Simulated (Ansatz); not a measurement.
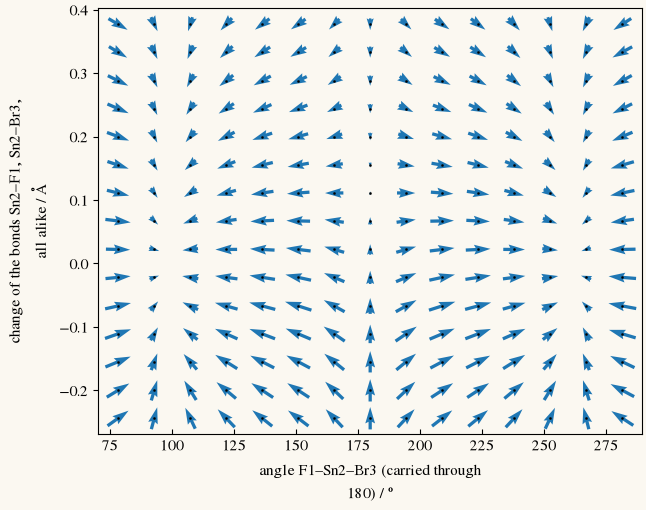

BrFSn, SMILES [F][Sn][Br]. 
- The first coordinate is: angle F1–Sn2–Br3 (carried through 180); the second: change of the bonds Sn2–F1, Sn2–Br3, all alike.
- Nothing is relaxed (all other coordinates rigid).
- The grid has 15 × 15 points; 120 points were computed and 105 follow by symmetry.
- Points are written as (first, second).
- Theory: RHF/def2-TZVP (Ansatz).

The picture shows dots at the grid points, arrows along the force (downhill), their lengths compressed.

The arrows alone are given. Where are the wells?

Answer. The arrows converge at about (97°, 0.000 Å); about (264°, 0.00 Å) (read from the interpolated surface).

The energy map of the same scan:

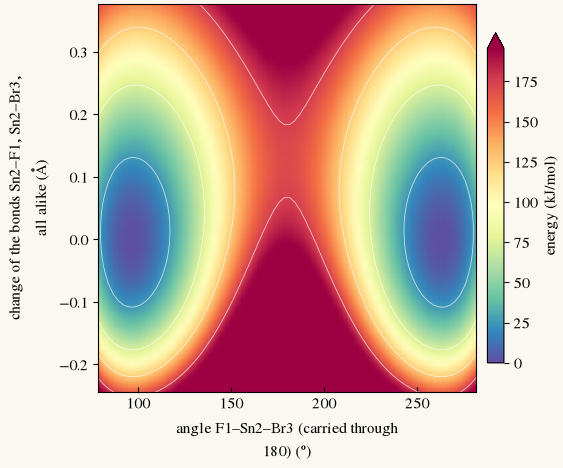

Energies are in kJ/mol, from the relaxed molecule at the same level; between grid points the surface is interpolated.
